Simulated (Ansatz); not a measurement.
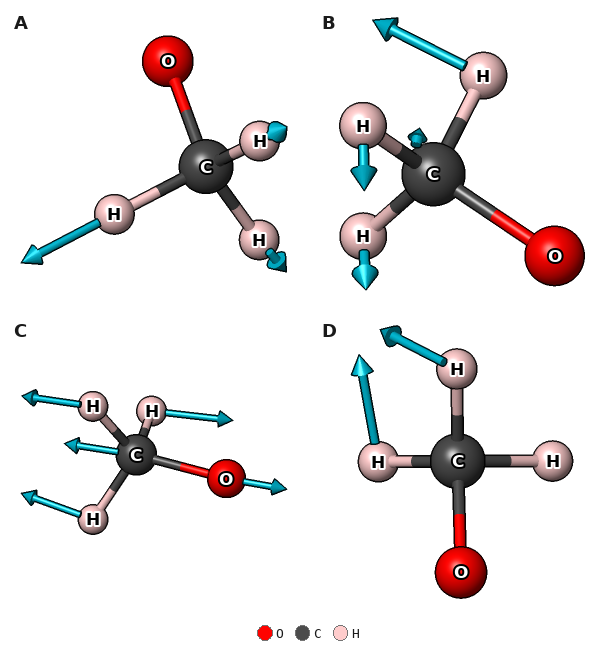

4 normal modes of one molecule or complex, as arrows. The species is neutral and a spin doublet. Harmonic vibrations computed with UKS PBE0-D4/def2-TZVP (Ansatz 0.2.0) at a stationary point of the same level.

Match the panels to the wavenumbers 960 cm⁻¹, 1141 cm⁻¹, 1510 cm⁻¹, 2919 cm⁻¹.

A: 2919 cm⁻¹, C–H stretching
B: 960 cm⁻¹, H–C–O bending
C: 1141 cm⁻¹
D: 1510 cm⁻¹, H–C–H bending
